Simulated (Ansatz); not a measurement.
The figure comes from a scan of Ti (hcp, Mg type): the cell is scaled evenly about its relaxed volume V₀. The numbers are results of PBE (plane waves to 420 eV, PAW, scalar-relativistic; Ansatz, a quantum-chemistry and plane-wave program), not measurements. k mesh 18×18×10 (Γ-centred), Fermi-Dirac smearing 0.05 eV. Energies are smeared free energies. The PAW data are Ansatz's earlier set. Ti is run without spin polarisation. Ti was relaxed with its symmetry unable to fall. ΔE is measured from the relaxed starting cell.

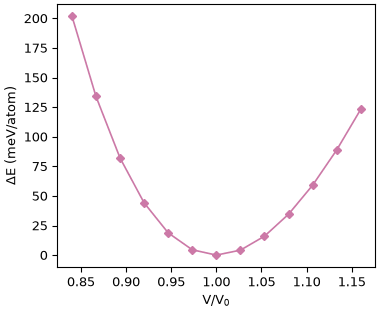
Figure: ΔE (meV/atom) against V/V₀; markers are the computed points, lines only join them.

Q: List the plotted points as numbers.

A: To the nearest 5:

```csv
V/V₀,ΔE (meV/atom)
0.840,200
0.867,135
0.893,80
0.920,45
0.947,20
0.973,5
1.000,0
1.027,5
1.053,15
1.080,35
1.107,60
1.133,90
1.160,125
```

(A scan under strain: stresses follow from slopes of the energy per volume, elastic moduli from its curvatures.)
